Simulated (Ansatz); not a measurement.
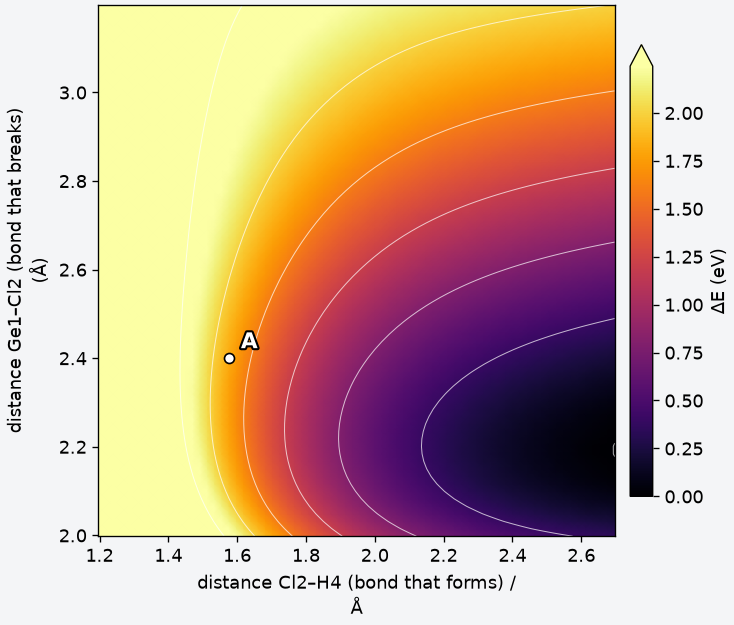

The reacting system ClGeH4N (fragments ClGeH₄N where the first distance is long, GeH₃N + ClH where the second is long). 
- The first coordinate is: distance Cl2–H4 (bond that forms); the second: distance Ge1–Cl2 (bond that breaks).
- Relaxed at each point: all other coordinates.
- Grid: 13 × 13 points.
- Points are written as (first, second).
- Energies: eV, counted from the lowest grid point.
- The reference is spin-restricted, so regions where a bond is pulled apart into radicals lie too high.
- These are results of RKS PBE-D4/def2-SVP in Ansatz, not measurements.

In the figure: a smooth colour map with a few white contour lines, one colour for all values above the top of the scale, the point A. Between grid points the surface is interpolated.

Q: Which way does the force act at A, and how strong is it?

A: A, at (1.577 Å, 2.400 Å), is not a stationary point. The computed force is 3.7 eV for each Å towards larger values of the first coordinate and 0.79 eV for each Å towards smaller values of the second coordinate.
